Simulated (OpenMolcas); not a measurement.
# Dy²⁺ complex: multiconfigurational calculation (part 2 of 2)

The same run, continued: Dy²⁺ with 8 ligands (F; square antiprism, 2.44 Å), neutralised by 8 outer point charges of +0.75 e, whose field is part of the energies. Method: state-averaged CASSCF, active space 10 electrons in the shell 4f, basis ANO-RCC-VDZP on the metal and ANO-RCC-VDZP on the ligands, DKH2 scalar Hamiltonian, spin-orbit coupling by RASSI with atomic mean-field integrals (OpenMolcas).

The program's output (extracts), continued:
```
--- RASSI ---
SPIN-FREE ENERGIES:
  (Shifted by EMIN (a.u.) =     -12945.0642817111)

 SF State       Relative EMIN(au)   Rel lowest level(eV)    D:o, cm**(-1)

     1             0.0000000000        0.0000000000              0.0000
     2             0.0000000000        0.0000000000              0.0000
     3             0.0001147986        0.0031238301             25.1954
     4             0.0001147986        0.0031238301             25.1954
     5             0.0004964647        0.0135094937            108.9614
     6             0.0004964647        0.0135094937            108.9614
     7             0.0005722224        0.0155709654            125.5883
     8             0.0005809606        0.0158087423            127.5061
     9             0.0006848929        0.0186368850            150.3166
    10             0.0016551565        0.0450391032            363.2649
    11             0.0016551565        0.0450391032            363.2649
    12             0.0018484163        0.0502979702            405.6805
    13             0.0018484163        0.0502979702            405.6805
    14             0.0738519519        2.0096139869          16208.6299
    15             0.0738519519        2.0096139869          16208.6299
    16             0.0749718158        2.0400870379          16454.4116
    17             0.0749718158        2.0400870379          16454.4116
    18             0.0753026176        2.0490886118          16527.0142
    19             0.0764298296        2.0797616136          16774.4087
    20             0.0764298296        2.0797616136          16774.4087
    21             0.0765149304        2.0820773241          16793.0861
    34             0.0891487647        2.4258614684          19565.8923
    35             0.0891487647        2.4258614684          19565.8923
    36             0.0891716823        2.4264850880          19570.9221
    37             0.0891930139        2.4270655520          19575.6038
    38             0.0891930139        2.4270655520          19575.6038
    39             0.0891943669        2.4271023686          19575.9008
    40             0.0892227739        2.4278753626          19582.1354
    41             0.0892227739        2.4278753626          19582.1354
    42             0.0892581684        2.4288384967          19589.9036
    43             0.0892581684        2.4288384967          19589.9036
    44             0.0893504144        2.4313486388          19610.1493
    45             0.0893504144        2.4313486388          19610.1493
    46             0.0894217884        2.4332908219          19625.8140
    47             0.0894217884        2.4332908219          19625.8140
    48             0.0894469819        2.4339763733          19631.3434
    49             0.1134306605        3.0866055157          24895.1524
    50             0.1134306605        3.0866055157          24895.1524
    51             0.1134375996        3.0867943387          24896.6754
    52             0.1134375996        3.0867943387          24896.6754
Eigenvalues of complex Hamiltonian:
   -----------------------------------
  (Shifted by EMIN (a.u.) =     -12945.0642817111)

 SO State       Relative EMIN(au)   Rel lowest level(eV)    D:o, cm**(-1)

     1            -0.0297476383        0.0000000001              0.0000
     2            -0.0297476383        0.0000000000              0.0000
     3            -0.0297386136        0.0002455749              1.9807
     4            -0.0297349119        0.0003463024              2.7931
     5            -0.0296107883        0.0037238781             30.0351
     6            -0.0296107883        0.0037238784             30.0351
     7            -0.0294708260        0.0075324460             60.7533
     8            -0.0294708260        0.0075324460             60.7533
     9            -0.0294569281        0.0079106264             63.8035
    10            -0.0294569281        0.0079106265             63.8035
    11            -0.0293919636        0.0096784019             78.0616
    12            -0.0289336167        0.0221506561            178.6571
    13            -0.0289336167        0.0221506561            178.6571
    14            -0.0283248614        0.0387157325            312.2634
    15            -0.0283248614        0.0387157325            312.2634
    16            -0.0281903200        0.0423767893            341.7919
    17            -0.0281903182        0.0423768389            341.7923
    18            -0.0103441523        0.5279957518           4258.5729
    19            -0.0103441523        0.5279957520           4258.5729
    20            -0.0103427554        0.5280337626           4258.8795
    21            -0.0103358226        0.5282224144           4260.4011
    22            -0.0103358226        0.5282224147           4260.4011
    23            -0.0102859491        0.5295795420           4271.3471
    24            -0.0102859491        0.5295795419           4271.3471
    25            -0.0101528095        0.5332024545           4300.5678
    26            -0.0101506498        0.5332612229           4301.0418
    27            -0.0098820420        0.5405704148           4359.9944
    28            -0.0098820420        0.5405704148           4359.9944
    29            -0.0094417661        0.5525509312           4456.6238
    30            -0.0094417661        0.5525509312           4456.6238
    31            -0.0089702444        0.5653816909           4560.1109
    32            -0.0089702444        0.5653816909           4560.1109
    33             0.0038282897        0.9136475452           7369.0644
    34             0.0038744120        0.9149025979           7379.1871
    35             0.0038744120        0.9149025979           7379.1871
    36             0.0039914947        0.9180885791           7404.8838
    37             0.0039914947        0.9180885802           7404.8838
    38             0.0041373376        0.9220571665           7436.8926
    39             0.0041373376        0.9220571665           7436.8926
    40             0.0042974223        0.9264132937           7472.0271
    41             0.0043035473        0.9265799626           7473.3714
Weights of the five most important spin-orbit-free states for each spin-orbit state.

 SO State  Total energy (au)           Spin-free states, spin, and weights
 -------------------------------------------------------------------------------------------------------
    1        -0.029748       2 2.0  0.2914    3 2.0  0.2171    4 2.0  0.2171    5 2.0  0.0843    6 2.0  0.0843
    2        -0.029748       1 2.0  0.2914    3 2.0  0.2171    4 2.0  0.2171    6 2.0  0.0843    5 2.0  0.0843
    3        -0.029739       1 2.0  0.2337    2 2.0  0.2337    7 2.0  0.1998    3 2.0  0.1319    4 2.0  0.1319
    4        -0.029735       1 2.0  0.2330    2 2.0  0.2330    8 2.0  0.1996    4 2.0  0.1319    3 2.0  0.1319
    5        -0.029611       3 2.0  0.3518    6 2.0  0.1859    5 2.0  0.1859    9 2.0  0.1055    2 2.0  0.0540
    6        -0.029611       4 2.0  0.3518    5 2.0  0.1859    6 2.0  0.1859    9 2.0  0.1055    2 2.0  0.0540
    7        -0.029471       8 2.0  0.2224    7 2.0  0.2204    2 2.0  0.1973    1 2.0  0.1973   10 2.0  0.0657
    8        -0.029471       8 2.0  0.2224    7 2.0  0.2204    1 2.0  0.1973    2 2.0  0.1973   11 2.0  0.0657
    9        -0.029457       9 2.0  0.3024    6 2.0  0.2498    5 2.0  0.2114    3 2.0  0.0849    4 2.0  0.0849
   10        -0.029457       9 2.0  0.3024    5 2.0  0.2498    6 2.0  0.2114    4 2.0  0.0849    3 2.0  0.0849
   11        -0.029392       9 2.0  0.4076    6 2.0  0.2350    5 2.0  0.2350    3 2.0  0.0374    4 2.0  0.0374
   12        -0.028934       8 2.0  0.2749    7 2.0  0.2747   10 2.0  0.1799   11 2.0  0.1799   12 2.0  0.0213
```

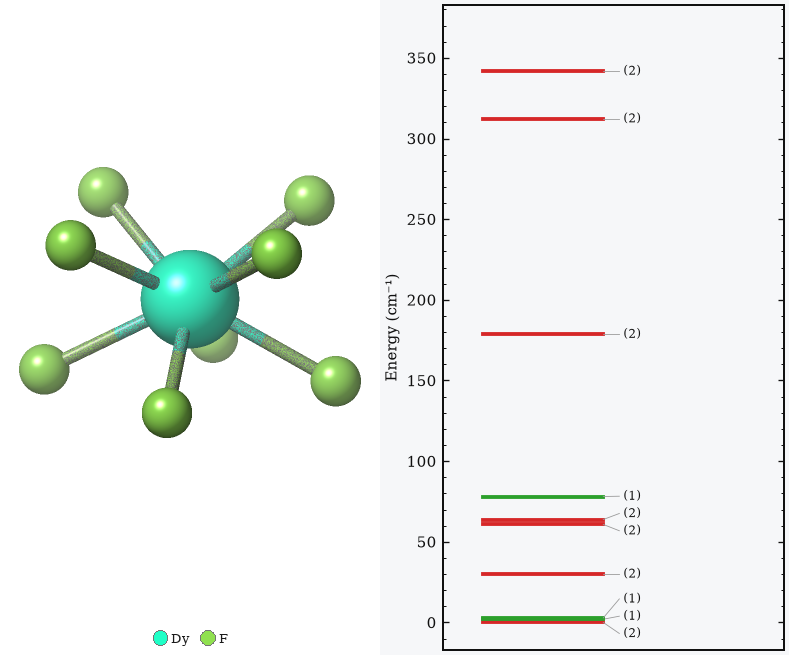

**Figure 1.** Dy²⁺ (4f¹⁰) with 8 ligands, F⁻, at 2.44 Å (arrangement: square antiprism, D4d), axial distortion 1.08, neutralised by outer point charges of +0.75 e, and its levels. Labels give the representation in O, Td, D4 or D3 as the site allows (double group for half-integer spin) where it could be assigned and, in brackets, the degeneracy; spin-free states, where drawn, share the zero of the spin-orbit levels. The ground level is doubly degenerate, 95 % from states of spin multiplicity 5 (of the 210 states of multiplicity 3, 106 enter the spin-orbit step), effective J = 8.02, with |mJ| = 3 the largest share (100 %). Its principal g values are 0.00, 0.00 and 7.45, easy-axis. The next level lies at 2.0 cm⁻¹. The lowest J multiplet spreads over 342 cm⁻¹. The active orbitals hold 100 % metal character (Löwdin), and the Mulliken charge of the metal is +1.93.

Outcome of the run: converged.
